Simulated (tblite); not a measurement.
# Run report: C₃H₉BF₂O, saddle-point search

- system: C₃H₉BF₂O
- method: GFN2-xTB saddle search (eigenvector following) and harmonic vibrations, gas phase (tblite 0.8.0)

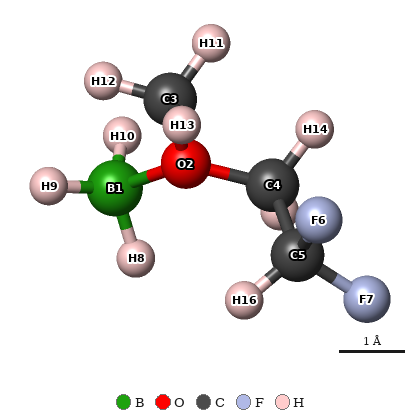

The starting structure (ball-and-stick view, seen at an oblique angle; atoms are numbered from 1 in the order of the input).

Input:
```
{"job": {"xc": "GFN2-xTB", "basis": "xTB", "kind": "saddle"}, "charge": 0, "multiplicity": 1}
B     -1.472888    -1.269763     0.420375
O     -0.472954     0.013730     0.071755
C     -0.881374     1.355978     0.247390
C      0.612797    -0.176236    -0.796930
C      1.917672    -0.038396    -0.003192
F      2.275723     1.265357     0.115804
F      2.938960    -0.656210    -0.629606
H     -0.704594    -2.160694     0.570684
H     -2.001972    -0.927812     1.421655
H     -2.197571    -1.396064    -0.509061
H     -1.013694     1.861652    -0.714042
H     -1.829196     1.331788     0.777997
H     -0.138896     1.898272     0.840653
H      0.601979     0.546258    -1.624648
H      0.553932    -1.190005    -1.198417
H      1.812077    -0.457853     1.009584
```

The first line tells a small driver script what to run in tblite; the rest is the geometry in Å.

Run on 1 CPU thread, shared host.

Run as:
```bash
OMP_NUM_THREADS=1 python <driver script> task.json out
```

Output:
```
step      E/eV     max force
  0    -700.97899   0.0618
  1    -700.96964   0.0989
  2    -700.96270   0.1424
  3    -700.96430   0.2727
  4    -700.96600   0.0821
  5    -700.96701   0.0997
  6    -700.96840   0.0432
  7    -700.96893   0.0958
  8    -700.96891   0.0201
  9    -700.96939   0.0344
 10    -700.96983   0.0400
 11    -700.97023   0.0303
 12    -700.97046   0.0341
 13    -700.97057   0.0095
 14    -700.97061   0.0094
 15    -700.97061   0.0010
lowest wavenumbers (cm-1): -196.4 44.2 79.4 85.8 160.5 215.2
```

Trajectory as extended XYZ (Å, eV, eV/Å), 12 frames, from step=0 to step=15:
```
16
Properties=species:S:1:pos:R:3:forces:R:3 step=0 energy=-700.97899
B    -1.4729   -1.2698    0.4204   -0.0180   0.0000  -0.0100
O    -0.4730    0.0137    0.0718    0.0230  -0.0030   0.0480
C    -0.8814    1.3560    0.2474   -0.0130   0.0120   0.0010
C     0.6128   -0.1762   -0.7969    0.0100   0.0260   0.0180
C     1.9177   -0.0384   -0.0032    0.0190  -0.0150   0.0160
F     2.2757    1.2654    0.1158    0.0220   0.0030  -0.0070
F     2.9390   -0.6562   -0.6296    0.0210   0.0010  -0.0400
H    -0.7046   -2.1607    0.5707   -0.0240  -0.0060  -0.0140
H    -2.0020   -0.9278    1.4217   -0.0300  -0.0080  -0.0150
H    -2.1976   -1.3961   -0.5091   -0.0060   0.0150  -0.0250
H    -1.0137    1.8617   -0.7140   -0.0420  -0.0160  -0.0130
H    -1.8292    1.3318    0.7780   -0.0030  -0.0070   0.0160
H    -0.1389    1.8983    0.8407   -0.0210   0.0500  -0.0140
H     0.6020    0.5463   -1.6246    0.0040  -0.0240   0.0240
H     0.5539   -1.1900   -1.1984    0.0000  -0.0200   0.0310
H     1.8121   -0.4579    1.0096    0.0590  -0.0070  -0.0170
16
Properties=species:S:1:pos:R:3:forces:R:3 step=1 energy=-700.96964
B    -1.4526   -1.2712    0.4496   -0.0090  -0.0060  -0.0130
O    -0.4941    0.0335    0.0310    0.0070  -0.0090   0.0130
C    -0.8970    1.3747    0.2275   -0.0080   0.0260   0.0160
C     0.6098   -0.1626   -0.8112    0.0150   0.0170   0.0290
C     1.9105   -0.0684   -0.0022    0.0430   0.0100   0.0230
F     2.2611    1.2300    0.1990   -0.0040  -0.0970  -0.0190
F     2.9336   -0.6385   -0.6752   -0.0330   0.0430   0.0220
H    -0.6571   -2.1335    0.6287   -0.0300   0.0160  -0.0160
H    -1.9855   -0.9049    1.4399   -0.0190  -0.0070  -0.0200
H    -2.1798   -1.4559   -0.4701    0.0280   0.0290   0.0060
H    -0.9846    1.9064   -0.7268   -0.0260  -0.0410   0.0280
H    -1.8686    1.3418    0.7155    0.0340   0.0030  -0.0030
H    -0.1795    1.8997    0.8684   -0.0410   0.0100  -0.0450
H     0.6314    0.5729   -1.6276   -0.0040  -0.0230   0.0330
H     0.5384   -1.1696   -1.2296    0.0020  -0.0010   0.0220
H     1.8139   -0.5543    0.9831    0.0450   0.0310  -0.0750
16
Properties=species:S:1:pos:R:3:forces:R:3 step=2 energy=-700.96270
B    -1.4224   -1.2788    0.4729    0.0050  -0.0410  -0.0240
O    -0.5298    0.0536   -0.0355   -0.0350  -0.0110  -0.0780
C    -0.9110    1.3933    0.2099    0.0370  -0.0260   0.0090
C     0.6043   -0.1383   -0.8364    0.0400   0.0300   0.0380
C     1.8897   -0.0994    0.0072   -0.0350   0.0400   0.0050
F     2.2654    1.1832    0.2595   -0.0330  -0.0930  -0.0190
F     2.9113   -0.6650   -0.6687    0.0150   0.0070  -0.0120
H    -0.5883   -2.0987    0.6924   -0.0720   0.0740  -0.0340
H    -1.9689   -0.8848    1.4453   -0.0040  -0.0140  -0.0370
H    -2.1444   -1.5407   -0.4372    0.0990   0.0540   0.0870
H    -1.0109    1.9498   -0.7278   -0.0090  -0.0290  -0.0070
H    -1.8732    1.3543    0.7114   -0.0340  -0.0040   0.0250
H    -0.1834    1.8981    0.8527    0.0120   0.0120  -0.0060
H     0.6681    0.6232   -1.6292   -0.0130  -0.0640   0.0790
H     0.5239   -1.1315   -1.2883    0.0180   0.0340   0.0280
H     1.7696   -0.6182    0.9718    0.0100   0.0300  -0.0540
16
Properties=species:S:1:pos:R:3:forces:R:3 step=4 energy=-700.96600
B    -1.4177   -1.2746    0.4716    0.0030  -0.0270  -0.0060
O    -0.5385    0.0548   -0.0487   -0.0220   0.0030  -0.0390
C    -0.9115    1.3946    0.2075    0.0180  -0.0300   0.0020
C     0.6041   -0.1374   -0.8356    0.0080   0.0060   0.0130
C     1.8845   -0.1057    0.0117   -0.0100   0.0110  -0.0070
F     2.2543    1.1728    0.2806   -0.0010  -0.0120   0.0030
F     2.9097   -0.6577   -0.6716    0.0050   0.0020  -0.0070
H    -0.5814   -2.0866    0.7056   -0.0530   0.0550  -0.0160
H    -1.9792   -0.8752    1.4335    0.0040  -0.0210  -0.0320
H    -2.1261   -1.5493   -0.4427    0.0530   0.0260   0.0570
H    -1.0494    1.9445   -0.7289   -0.0040  -0.0080  -0.0180
H    -1.8543    1.3559    0.7451   -0.0250  -0.0070   0.0210
H    -0.1622    1.9045    0.8194    0.0220   0.0150   0.0070
H     0.6749    0.6251   -1.6239   -0.0040  -0.0190   0.0240
H     0.5264   -1.1282   -1.2910    0.0030   0.0040   0.0090
H     1.7665   -0.6373    0.9676    0.0020   0.0020  -0.0100
16
Properties=species:S:1:pos:R:3:forces:R:3 step=5 energy=-700.96701
B    -1.4208   -1.2706    0.4673   -0.0120  -0.0300   0.0060
O    -0.5444    0.0545   -0.0544   -0.0050   0.0040   0.0040
C    -0.9043    1.3955    0.2105   -0.0180   0.0280   0.0170
C     0.6019   -0.1414   -0.8341   -0.0010   0.0030   0.0120
C     1.8818   -0.1071    0.0118    0.0540   0.0070   0.0310
F     2.2344    1.1720    0.3097   -0.0100  -0.0960  -0.0250
F     2.9132   -0.6288   -0.6906   -0.0520   0.0400   0.0530
H    -0.5856   -2.0706    0.7440   -0.0490   0.0520  -0.0120
H    -2.0211   -0.8603    1.4021    0.0240  -0.0300  -0.0490
H    -2.0946   -1.5697   -0.4649    0.0370   0.0120   0.0540
H    -1.0850    1.9368   -0.7263    0.0060  -0.0160   0.0460
H    -1.8240    1.3603    0.7920    0.0530   0.0030  -0.0330
H    -0.1264    1.9106    0.7847   -0.0430  -0.0170  -0.0300
H     0.6739    0.6165   -1.6250    0.0020   0.0100  -0.0100
H     0.5260   -1.1344   -1.2839   -0.0030  -0.0070  -0.0050
H     1.7752   -0.6632    0.9571    0.0190   0.0380  -0.0610
16
Properties=species:S:1:pos:R:3:forces:R:3 step=6 energy=-700.96840
B    -1.4143   -1.2711    0.4679   -0.0100  -0.0150   0.0050
O    -0.5451    0.0601   -0.0499   -0.0030  -0.0020   0.0000
C    -0.9061    1.4008    0.2149   -0.0060   0.0090   0.0050
C     0.5977   -0.1365   -0.8348    0.0010   0.0010   0.0030
C     1.8804   -0.1157    0.0078    0.0140   0.0030   0.0080
F     2.2423    1.1581    0.3100   -0.0030  -0.0280  -0.0070
F     2.9062   -0.6403   -0.6979   -0.0160   0.0110   0.0140
H    -0.5748   -2.0487    0.7873   -0.0310   0.0290  -0.0070
H    -2.0537   -0.8563    1.3730    0.0170  -0.0180  -0.0330
H    -2.0500   -1.6002   -0.4796    0.0250   0.0090   0.0340
H    -1.0975    1.9394   -0.7201    0.0020  -0.0050   0.0150
H    -1.8191    1.3644    0.8046    0.0160   0.0010  -0.0090
H    -0.1252    1.9194    0.7797   -0.0130  -0.0050  -0.0090
H     0.6719    0.6270   -1.6205    0.0010   0.0020  -0.0020
H     0.5144   -1.1260   -1.2919   -0.0010   0.0000  -0.0010
H     1.7729   -0.6745    0.9496    0.0050   0.0100  -0.0170
16
Properties=species:S:1:pos:R:3:forces:R:3 step=8 energy=-700.96891
B    -1.4102   -1.2706    0.4688   -0.0050  -0.0070   0.0030
O    -0.5452    0.0633   -0.0475   -0.0010  -0.0010   0.0000
C    -0.9077    1.4037    0.2161   -0.0020   0.0030   0.0020
C     0.5958   -0.1333   -0.8352    0.0000   0.0000   0.0010
C     1.8796   -0.1216    0.0061    0.0040   0.0010   0.0020
F     2.2456    1.1487    0.3155   -0.0010  -0.0090  -0.0030
F     2.9029   -0.6448   -0.7035   -0.0050   0.0040   0.0040
H    -0.5700   -2.0358    0.8123   -0.0150   0.0130  -0.0020
H    -2.0707   -0.8535    1.3562    0.0070  -0.0080  -0.0170
H    -2.0239   -1.6164   -0.4861    0.0130   0.0030   0.0150
H    -1.1093    1.9389   -0.7185    0.0010  -0.0020   0.0060
H    -1.8148    1.3667    0.8141    0.0060   0.0010  -0.0030
H    -0.1235    1.9263    0.7719   -0.0050  -0.0020  -0.0030
H     0.6718    0.6341   -1.6169    0.0000   0.0000   0.0000
H     0.5084   -1.1201   -1.2975   -0.0010   0.0010   0.0000
H     1.7715   -0.6856    0.9442    0.0020   0.0030  -0.0060
16
Properties=species:S:1:pos:R:3:forces:R:3 step=9 energy=-700.96939
B    -1.4088   -1.2711    0.4678   -0.0100  -0.0100   0.0060
O    -0.5456    0.0654   -0.0432   -0.0020  -0.0040  -0.0010
C    -0.9059    1.4060    0.2221   -0.0010   0.0010   0.0010
C     0.5925   -0.1321   -0.8352    0.0000   0.0000   0.0010
C     1.8791   -0.1241    0.0016    0.0010   0.0000   0.0000
F     2.2485    1.1449    0.3116    0.0000  -0.0010  -0.0010
F     2.8989   -0.6479   -0.7124   -0.0020   0.0010   0.0000
H    -0.5697   -2.0209    0.8481   -0.0240   0.0190  -0.0060
H    -2.1016   -0.8490    1.3284    0.0160  -0.0140  -0.0270
H    -1.9891   -1.6389   -0.5005    0.0190   0.0080   0.0270
H    -1.1129    1.9411   -0.7113    0.0000   0.0000   0.0020
H    -1.8092    1.3697    0.8256    0.0020   0.0000   0.0000
H    -0.1182    1.9283    0.7730   -0.0010  -0.0010   0.0000
H     0.6672    0.6362   -1.6161    0.0000   0.0010   0.0000
H     0.5014   -1.1182   -1.2983   -0.0010   0.0000   0.0000
H     1.7734   -0.6893    0.9390    0.0000   0.0000  -0.0010
16
Properties=species:S:1:pos:R:3:forces:R:3 step=10 energy=-700.96983
B    -1.4086   -1.2717    0.4663   -0.0120  -0.0100   0.0080
O    -0.5456    0.0669   -0.0384   -0.0020  -0.0040  -0.0010
C    -0.9034    1.4077    0.2289   -0.0010   0.0000   0.0010
C     0.5892   -0.1315   -0.8349    0.0010   0.0010   0.0000
C     1.8792   -0.1253   -0.0033    0.0000   0.0000  -0.0010
F     2.2518    1.1431    0.3052    0.0000   0.0000  -0.0010
F     2.8953   -0.6506   -0.7214   -0.0010   0.0000   0.0000
H    -0.5733   -2.0066    0.8835   -0.0270   0.0200  -0.0090
H    -2.1332   -0.8452    1.2981    0.0210  -0.0160  -0.0300
H    -1.9541   -1.6603   -0.5145    0.0200   0.0100   0.0320
H    -1.1156    1.9429   -0.7032    0.0000   0.0000   0.0020
H    -1.8030    1.3722    0.8379    0.0020   0.0000   0.0000
H    -0.1119    1.9293    0.7750   -0.0010  -0.0010   0.0000
H     0.6618    0.6369   -1.6160    0.0000   0.0000   0.0000
H     0.4949   -1.1175   -1.2978    0.0000   0.0000   0.0000
H     1.7766   -0.6904    0.9345    0.0000   0.0000  -0.0010
16
Properties=species:S:1:pos:R:3:forces:R:3 step=12 energy=-700.97046
B    -1.4109   -1.2724    0.4635   -0.0100  -0.0080   0.0070
O    -0.5438    0.0679   -0.0273   -0.0010  -0.0030  -0.0010
C    -0.8979    1.4092    0.2428   -0.0010   0.0000   0.0010
C     0.5838   -0.1313   -0.8337    0.0010   0.0010   0.0000
C     1.8811   -0.1258   -0.0138    0.0000   0.0000   0.0000
F     2.2577    1.1424    0.2906    0.0000   0.0000   0.0000
F     2.8902   -0.6522   -0.7410   -0.0010   0.0000   0.0000
H    -0.5901   -1.9800    0.9507   -0.0220   0.0150  -0.0100
H    -2.1931   -0.8378    1.2362    0.0210  -0.0140  -0.0230
H    -1.8882   -1.6979   -0.5371    0.0130   0.0090   0.0270
H    -1.1163    1.9454   -0.6873    0.0000   0.0000   0.0010
H    -1.7928    1.3750    0.8589    0.0010   0.0000   0.0000
H    -0.1013    1.9291    0.7831    0.0000   0.0000   0.0000
H     0.6501    0.6365   -1.6159    0.0000   0.0000   0.0000
H     0.4844   -1.1177   -1.2948    0.0000   0.0000   0.0000
H     1.7870   -0.6903    0.9252    0.0000   0.0000  -0.0010
16
Properties=species:S:1:pos:R:3:forces:R:3 step=13 energy=-700.97057
B    -1.4118   -1.2725    0.4629   -0.0020  -0.0020   0.0030
O    -0.5433    0.0679   -0.0251    0.0000  -0.0010   0.0000
C    -0.8968    1.4092    0.2456    0.0000   0.0000   0.0000
C     0.5830   -0.1312   -0.8334    0.0000   0.0000   0.0000
C     1.8818   -0.1258   -0.0159    0.0000   0.0000   0.0000
F     2.2590    1.1425    0.2879    0.0000   0.0000   0.0000
F     2.8894   -0.6522   -0.7450    0.0000   0.0000   0.0000
H    -0.5958   -1.9744    0.9640   -0.0060   0.0040  -0.0030
H    -2.2045   -0.8365    1.2224    0.0050  -0.0040  -0.0070
H    -1.8749   -1.7049   -0.5402    0.0040   0.0020   0.0070
H    -1.1175    1.9453   -0.6840    0.0000   0.0000   0.0000
H    -1.7901    1.3751    0.8639    0.0000   0.0000   0.0000
H    -0.0989    1.9291    0.7838    0.0000   0.0000   0.0000
H     0.6480    0.6366   -1.6158    0.0000   0.0000   0.0000
H     0.4829   -1.1176   -1.2944    0.0000   0.0000   0.0000
H     1.7894   -0.6903    0.9232    0.0000   0.0000   0.0000
16
Properties=species:S:1:pos:R:3:forces:R:3 step=15 energy=-700.97061
B    -1.4117   -1.2721    0.4632    0.0000   0.0000   0.0000
O    -0.5422    0.0685   -0.0217    0.0000   0.0000   0.0000
C    -0.8962    1.4098    0.2485    0.0000   0.0000   0.0000
C     0.5819   -0.1303   -0.8332    0.0000   0.0000   0.0000
C     1.8825   -0.1276   -0.0188    0.0000   0.0000   0.0000
F     2.2605    1.1396    0.2882    0.0000   0.0000   0.0000
F     2.8883   -0.6516   -0.7521    0.0000   0.0000   0.0000
H    -0.6015   -1.9650    0.9851    0.0000   0.0000   0.0000
H    -2.2206   -0.8341    1.2036    0.0000   0.0000  -0.0010
H    -1.8540   -1.7162   -0.5439    0.0000   0.0000   0.0000
H    -1.1210    1.9446   -0.6809    0.0000   0.0000   0.0000
H    -1.7871    1.3757    0.8703    0.0000   0.0000   0.0000
H    -0.0967    1.9310    0.7831    0.0000   0.0000   0.0000
H     0.6457    0.6388   -1.6144    0.0000   0.0000   0.0000
H     0.4797   -1.1159   -1.2956    0.0000   0.0000   0.0000
H     1.7924   -0.6952    0.9186    0.0000   0.0000   0.0000
```

Key numbers:

- outcome: converged
- total energy: −700.9706 eV
- point group: C1
- wall time: 3.4 s
- peak memory: 0.19 GiB
